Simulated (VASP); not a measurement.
# HfCr with r2SCAN: from relaxation to properties, part 2 of 4

Wanted: the relaxed cell of HfCr and its properties. The cell is invented: it takes the structure of a Materials Project entry for HfTi (space group 187 there), with some of its atoms replaced by other elements, volume scaled by an estimate. It may not be a known or stable phase. Left out of this account: 6 further runs (self-consistent run: a volume scan without its fit).

VASP 6.6.1, plane waves and PAW; the level of theory is named at each step.

Still holding for the runs below: The cell holds one magnetic atom, so no antiferromagnetic order fits into it. The k-mesh is coarse for a metal.

So far, moment of the cell, from the last line of the log (μB): step 2 (rough relaxation of the start cell) 2.94. The relaxed cell has a = 3.103, c = 4.522 Å (conventional setting).

## (3) Relaxing cell and atoms (r2SCAN)

Level of this step: r2SCAN, spin-polarised from a ferromagnetic start (one magnetic atom a cell); plane waves and PAW (Hf_pv, Cr_pv); invented cell (VASP).

Properties are meant for the cell that this level of theory prefers, so cell and atoms are relaxed first (ISIF = 3) until forces and stress are small; EDIFFG sets the threshold.

Contents of INCAR:

```
SYSTEM = HfCr
PREC = Accurate
ENCUT = 400
EDIFF = 1E-06
NELM = 100
ISMEAR = 0
SIGMA = 0.05
LREAL = .FALSE.
ALGO = Normal
METAGGA = R2SCAN
LASPH = .TRUE.
NBANDS = 18
ISPIN = 2
MAGMOM = 0 3
LMAXMIX = 4
LORBIT = 11
LWAVE = .FALSE.
LCHARG = .FALSE.
IBRION = 2
NSW = 60
ISIF = 3
EDIFFG = -0.01
```

Contents of POSCAR:

```
HfCr
1.0
    3.1025576269      0.0000000000      0.0000000000
   -1.5512788135      2.6868946471      0.0000000000
    0.0000000000      0.0000000000      4.5222447933
Hf Cr
1 1
Direct
    0.6666666700      0.3333333300      0.5000000000
    0.3333333300      0.6666666700      0.0000000000
```

Contents of KPOINTS:

```
Automatic mesh
0
Gamma
8 8 5
0 0 0
```

PAW data sets: Hf_pv and Cr_pv (PBE family, release 64).

The run is started by

```
mpirun -np 1 vasp_std
```

The program printed:

```text
[banner, memory and clock lines left out]
running    1 mpi-ranks, on    1 nodes
 distrk:  each k-point on    1 cores,    1 groups
 distr:  one band on    1 cores,    1 groups

 POSCAR found type information on POSCAR HfCr
 POSCAR found :  2 types and       2 ions
 [... a notice as in an earlier step ...]

 LDA part: xc-table for (None), standard interpolation
 POSCAR, INCAR and KPOINTS ok, starting setup
 FFT: planning ... GRIDC
 FFT: planning ... GRID_SOFT
 FFT: planning ... GRID
 WAVECAR not read
 entering main loop
       N       E                     dE             d eps       ncg     rms          rms(c)
DAV:   1     0.914902033169E+02    0.91490E+02   -0.11486E+04  2160   0.107E+03
DAV:   2    -0.607617019764E+02   -0.15225E+03   -0.14937E+03  2268   0.333E+02
DAV:   3    -0.659875513138E+02   -0.52258E+01   -0.51266E+01  2610   0.597E+01
DAV:   4    -0.660792174450E+02   -0.91666E-01   -0.91421E-01  2678   0.766E+00
DAV:   5    -0.660820553898E+02   -0.28379E-02   -0.28130E-02  3026   0.104E+00    0.680E+01
DAV:   6    -0.670322324237E+02   -0.95018E+00   -0.10494E+02  2388   0.605E+01    0.311E+01
DAV:   7    -0.638005654507E+02    0.32317E+01   -0.16496E+02  2680   0.627E+01    0.511E+01
DAV:   8    -0.586275471133E+02    0.51730E+01   -0.28669E+01  2678   0.219E+01    0.114E+01
DAV:   9    -0.588886648267E+02   -0.26112E+00   -0.10438E+00  2452   0.641E+00    0.848E+00
DAV:  10    -0.589923497201E+02   -0.10368E+00   -0.33331E-01  2866   0.320E+00    0.533E+00
DAV:  11    -0.592410914900E+02   -0.24874E+00   -0.81917E-01  2694   0.341E+00    0.331E+00
DAV:  12    -0.593013328498E+02   -0.60241E-01   -0.20034E-01  2658   0.238E+00    0.452E+00
DAV:  13    -0.593863542929E+02   -0.85021E-01   -0.32184E-01  2608   0.213E+00    0.161E+00
DAV:  14    -0.594078985782E+02   -0.21544E-01   -0.87422E-02  2652   0.125E+00    0.144E+00
DAV:  15    -0.594055684533E+02    0.23301E-02   -0.40424E-02  2334   0.104E+00    0.221E+00
DAV:  16    -0.594049314111E+02    0.63704E-03   -0.12319E-01  2562   0.152E+00    0.541E-01
DAV:  17    -0.594103278309E+02   -0.53964E-02   -0.15870E-02  2402   0.604E-01    0.381E-01
DAV:  18    -0.594105791893E+02   -0.25136E-03   -0.75432E-04  2584   0.138E-01    0.288E-01
DAV:  19    -0.594103819339E+02    0.19726E-03   -0.50282E-04  2524   0.110E-01    0.141E-01
DAV:  20    -0.594104338503E+02   -0.51916E-04   -0.69813E-04  2556   0.111E-01    0.785E-02
DAV:  21    -0.594104514538E+02   -0.17604E-04   -0.25076E-04  2550   0.644E-02    0.460E-02
DAV:  22    -0.594104774093E+02   -0.25955E-04   -0.15360E-05  2364   0.246E-02    0.295E-02
DAV:  23    -0.594104730127E+02    0.43965E-05   -0.10005E-05  2466   0.125E-02    0.211E-02
DAV:  24    -0.594104645588E+02    0.84540E-05   -0.13093E-05  2456   0.138E-02    0.760E-03
DAV:  25    -0.594104630688E+02    0.14900E-05   -0.14388E-06  1576   0.630E-03    0.240E-03
DAV:  26    -0.594104624124E+02    0.65638E-06   -0.36462E-07  1188   0.307E-03
   1 F= -.59410462E+02 E0= -.59409231E+02  d E =-.594105E+02  mag=     2.8283
 curvature:   0.00 expect dE= 0.000E+00 dE for cont linesearch  0.000E+00
 trial: gam= 0.00000 g(F)=  0.302E-43 g(S)=  0.302E-02 ort = 0.000E+00 (trialstep = 0.100E+01)
 search vector abs. value=  0.302E-02
 bond charge predicted
       N       E                     dE             d eps       ncg     rms          rms(c)
DAV:   1    -0.594352987037E+02   -0.24836E-01   -0.64875E-01  2176   0.735E+00    0.259E+00
DAV:   2    -0.594443096276E+02   -0.90109E-02   -0.45115E-01  2538   0.460E+00    0.345E+00
DAV:   3    -0.594114159072E+02    0.32894E-01   -0.23654E-01  2662   0.276E+00    0.603E-01
DAV:   4    -0.594119272150E+02   -0.51131E-03   -0.11983E-02  2294   0.675E-01    0.565E-01
DAV:   5    -0.594122303721E+02   -0.30316E-03   -0.11435E-03  2858   0.188E-01    0.294E-01
DAV:   6    -0.594122141115E+02    0.16261E-04   -0.11713E-03  2550   0.212E-01    0.129E-01
DAV:   7    -0.594122406210E+02   -0.26510E-04   -0.31063E-04  2348   0.103E-01    0.673E-02
DAV:   8    -0.594122214826E+02    0.19138E-04   -0.42460E-05  2572   0.361E-02    0.338E-02
DAV:   9    -0.594122299703E+02   -0.84877E-05   -0.12040E-05  2360   0.158E-02    0.220E-02
DAV:  10    -0.594122157907E+02    0.14180E-04   -0.45937E-06  2234   0.117E-02    0.167E-02
DAV:  11    -0.594122145478E+02    0.12429E-05   -0.18625E-06  1264   0.807E-03    0.511E-03
DAV:  12    -0.594122156145E+02   -0.10667E-05   -0.27376E-07  1170   0.255E-03    0.298E-03
DAV:  13    -0.594122148265E+02    0.78799E-06   -0.34847E-08  1160   0.108E-03
   2 F= -.59412215E+02 E0= -.59411109E+02  d E =-.175241E-02  mag=     2.8117
[...]
3 F= -.59412270E+02 E0= -.59411196E+02  d E =-.180797E-02  mag=     2.8091
[...]
4 F= -.59412280E+02 E0= -.59411197E+02  d E =-.181745E-02  mag=     2.8098
[...]
5 F= -.59412470E+02 E0= -.59411400E+02  d E =-.189804E-03  mag=     2.8122
 trial-energy change:   -0.000190  1 .order   -0.000145   -0.000475    0.000186
 step:   0.8295(harm=  0.7574)  dis= 0.00000  next Energy=   -59.412489 (dE=-0.209E-03)
 bond charge predicted
       N       E                     dE             d eps       ncg     rms          rms(c)
DAV:   1    -0.594128933444E+02   -0.42412E-03   -0.74553E-03  2190   0.853E-01    0.358E-01
DAV:   2    -0.594134988796E+02   -0.60554E-03   -0.11870E-02  2548   0.730E-01    0.554E-01
DAV:   3    -0.594124615371E+02    0.10373E-02   -0.48361E-03  2640   0.415E-01    0.564E-02
DAV:   4    -0.594124758964E+02   -0.14359E-04   -0.69800E-05  2330   0.542E-02    0.328E-02
DAV:   5    -0.594124720053E+02    0.38911E-05   -0.14495E-05  2760   0.201E-02    0.183E-02
DAV:   6    -0.594124738189E+02   -0.18136E-05   -0.22202E-06  1616   0.104E-02    0.966E-03
DAV:   7    -0.594124808743E+02   -0.70554E-05   -0.67606E-07  1360   0.522E-03    0.535E-03
DAV:   8    -0.594124852058E+02   -0.43315E-05   -0.18657E-07  1174   0.312E-03    0.332E-03
DAV:   9    -0.594124860831E+02   -0.87727E-06   -0.50515E-08  1166   0.140E-03
   6 F= -.59412486E+02 E0= -.59411414E+02  d E =-.206223E-03  mag=     2.8118
 curvature:  -0.41 expect dE=-0.220E-05 dE for cont linesearch -0.422E-06
 trial: gam= 0.00000 g(F)=  0.352E-44 g(S)=  0.539E-05 ort =-0.231E-04 (trialstep = 0.101E+01)
 search vector abs. value=  0.539E-05
 reached required accuracy - stopping structural energy minimisation
```

Wall time 17 min (1 MPI rank of AMD EPYC 7R43, shared host); peak memory 0.13 GiB.

OUTCAR, selected parts (step 3):

```text
  LATTYP: Found a hexagonal cell.
 ALAT       =     3.1025576269
 C/A-ratio  =     1.4575860748

The static configuration has the point symmetry D_3h.

 Found     30 irreducible k-points:

   k-points           NKPTS =     30   k-points in BZ     NKDIM =     30   number of bands    NBANDS=     18

   dimension x,y,z NGX =    20 NGY =   20 NGZ =   30
   dimension x,y,z NGXF=    40 NGYF=   40 NGZF=   60

   ENCUT  =  400.0 eV  29.40 Ry    5.42 a.u.   5.06  5.06  7.37*2*pi/ulx,y,z

   NELECT =      22.0000    total number of electrons

 E-fermi :   5.8996

 spin component 1
 k-point     1 :       0.0000    0.0000    0.0000
  band No.  band energies     occupation
    ...
      8       2.3126      1.00000
      9       4.5426      1.00000
     10       4.5427      1.00000
     11       4.7303      1.00000
     12       4.7303      1.00000
     13       6.5045      0.00000
     14       7.2501      0.00000
     15       7.5592      0.00000
     16       8.0852      0.00000
     17       8.0852      0.00000
    ...

 k-point     2 :       0.1250    0.0000    0.0000
  band No.  band energies     occupation
    ...
      8       2.5825      1.00000
      9       4.3587      1.00000
     10       4.4872      1.00000
     11       4.6396      1.00000
     12       4.7111      1.00000
     13       6.6257      0.00000
     14       6.8199      0.00000
     15       7.5560      0.00000
     16       7.7779      0.00000
     17       8.5554      0.00000
    ...

 k-point     3 :       0.2500    0.0000    0.0000
  band No.  band energies     occupation
    ...
      8       3.0227      1.00000
      9       3.8632      1.00000
     10       4.0467      1.00000
     11       4.4276      1.00000
     12       5.1448      1.00000
     13       6.2799      0.00000
     14       6.6085      0.00000
     15       7.5535      0.00000
     16       7.8796      0.00000
     17       9.8922      0.00000
    ...

 k-point     4 :       0.3750    0.0000    0.0000
  band No.  band energies     occupation
    ...
      8       2.9421      1.00000
      9       3.2541      1.00000
     10       4.0857      1.00000
     11       4.2248      1.00000
     12       5.6284      1.00000
     13       6.0067      0.00123
     14       6.5792      0.00000
     15       7.5396      0.00000
     16       8.5200      0.00000
     17      10.8218      0.00000
    ...

  Total       -0.0066287     -0.0066287     -0.0116467      0.0000000      0.0000000      0.0000000
  in kB       -0.2831811     -0.2831813     -0.4975530      0.0000000      0.0000000      0.0000000
  external PRESSURE =      -0.3546385 kB  Pullay stress =       0.0000000 kB

  energy-cutoff  :      400.00
  volume of cell :       37.50
      direct lattice vectors                 reciprocal lattice vectors
     3.112232484 -0.000000000  0.000000000     0.321312757  0.185509943  0.000000000
    -1.556116242  2.695273327  0.000000000     0.000000000  0.371019885  0.000000000
    -0.000000000 -0.000000000  4.470931075    -0.000000000 -0.000000000  0.223667058

 POSITION                                       TOTAL-FORCE (eV/Angst)
 -----------------------------------------------------------------------------------
      1.55612      0.89842      2.23547         0.000000     -0.000000     -0.000000
     -0.00000      1.79685      0.00000        -0.000000      0.000000      0.000000
 -----------------------------------------------------------------------------------
    total drift:                                0.000024     -0.000007     -0.000000

  FREE ENERGIE OF THE ION-ELECTRON SYSTEM (eV)
  ---------------------------------------------------
  free  energy   TOTEN  =       -59.4124860831 eV

  energy  without entropy=      -59.4103428091  energy(sigma->0) =      -59.41141445

 total charge
# of ion       s       p       d       tot
------------------------------------------
    1        0.421   6.448   1.576   8.445
    2        0.544   6.222   4.058  10.825
--------------------------------------------------
tot          0.965  12.670   5.635  19.270

 magnetization (x)
# of ion       s       p       d       tot
------------------------------------------
    1       -0.020  -0.064  -0.307  -0.390
    2        0.050   0.036   3.080   3.166
--------------------------------------------------
tot          0.030  -0.028   2.773   2.776

[... 2 parts as in an earlier step ...]

[... 11 further parts left out ...]
```

The steps of the relaxation:

```csv
step,energy less that of the first step (eV),largest force (eV/Å),pressure (GPa),volume (Å³)
1,0.0000,0.0000,-0.39,37.70
2,-0.0018,0.0000,0.14,37.44
3,-0.0018,0.0000,0.35,37.35
4,-0.0018,0.0000,0.30,37.38
5,-0.0020,0.0000,-0.15,37.54
6,-0.0020,0.0000,-0.04,37.50
```

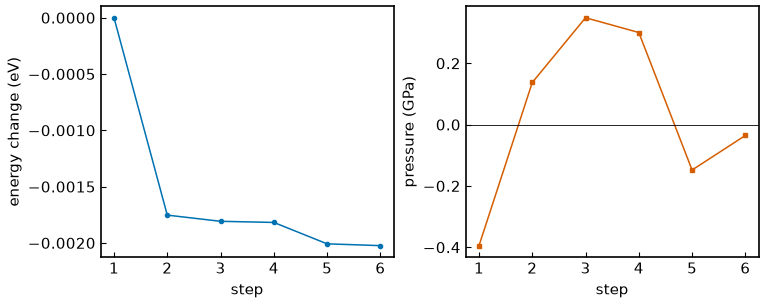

Energy and pressure along the relaxation.

```csv
"conventional cell, symmetrised",before,after,change
a (Å),3.103,3.112,+0.3 %
b (Å),3.103,3.112,+0.3 %
c (Å),4.522,4.471,-1.1 %
volume (Å³/atom),18.85,18.75,-0.5 %
```

Final coordinates:

```cif
data_structure
_symmetry_space_group_name_H-M 'P 1'
_symmetry_Int_Tables_number 1
_cell_length_a 3.1122
_cell_length_b 3.1122
_cell_length_c 4.4709
_cell_angle_alpha 90.000
_cell_angle_beta 90.000
_cell_angle_gamma 120.000
_cell_volume 37.50
loop_
_atom_site_label
_atom_site_type_symbol
_atom_site_fract_x
_atom_site_fract_y
_atom_site_fract_z
_atom_site_occupancy
Hf1 Hf 0.66667 0.33333 0.50000 1
Cr2 Cr 0.33333 0.66667 0.00000 1
```

Numbers from this step:

```yaml
irreducible_k_points: 30
free_energy_toten: -59.4125 eV
energy_at_zero_smearing: -59.4114 eV
fermi_energy: 5.900 eV
pressure: -0.03546 GPa
moment_of_the_cell_from_the_last_line_of_the_log: 2.812 μB
scf_cycles_over_all_ionic_steps: 75
```

Spin moment in the PAW sphere by atom:

```csv
atom,spin moment in the PAW sphere (μB)
Hf1,-0.39
Cr2,3.17
```

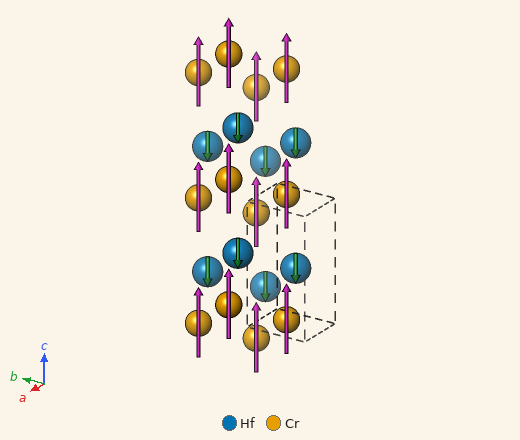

Spin moment in the PAW sphere as arrows, the longest 3.17 μB. Up and down stand for the sign. Arrows give size and sign along the axis of quantisation, drawn up and down the page. Each arrow also spans its atom, so small moments look longer than they are. The two directions have two colours. 2×2×2 cells are drawn. Some periodic images of atoms are drawn too.

It ends with forces that vanish by symmetry and a pressure of -0.04 GPa.

[end of part 2 of 4]

[Lines on the potential files, build, host, timing and source positions are cut from VASP's logs without a mark.]

[Logs are printed without paths, hosts, clocks, repeated set-up lines and the standing remarks that a program may print on its own settings, such as how far it seeks lower states.]

[Hosts, paths, dates, database ids (printed as entryN), source tags and the programs' standing remarks are cut or masked in the printed files.]

[A measured line is paired with the nearest computed mode of its activity, which favours agreement.]

[In band tables of VASP the shares of atoms and orbitals are scaled to a sum of 1 inside the atoms' spheres.]
